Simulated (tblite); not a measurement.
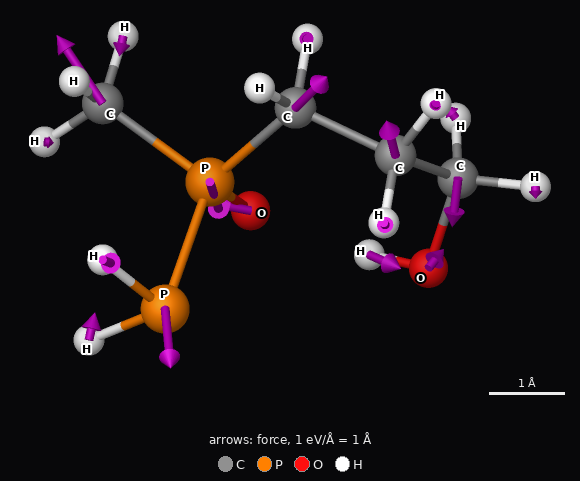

Starting geometry of C₄H₁₂O₂P₂ with the computed forces as purple arrows. Style: ball-and-stick. Shown face on.

Method: tblite, GFN2-xTB geometry optimisation, gas phase. 

> What follows when this structure is relaxed?

It isn't relaxed: the largest force vector, on a P atom, is 1.50 eV/Å. The final displacements have little in common with the starting forces (cosine between the two patterns 0.07). The atom that moves furthest after the best rigid fit is an H atom (1.61 Å). Largest moves by element: H 1.61 Å, O 0.74 Å, P 0.61 Å, C 0.52 Å. Near-neighbour distances that change, for instance: O–P 3.971 → 2.645 Å, C–P 1.805 → 1.860 Å, P–P 2.144 → 2.194 Å, H–O 0.985 → 0.969 Å. Among the angles between lasting bonds that change: P–P–H 97.3° → 90.6°, P–P–H 97.9° → 92.2°, H–P–H 95.7° → 92.1°. Groups turn about P–P by about 55°, C–P by about 40°. After 176 geometry steps the energy has fallen by 9.12 kcal/mol.
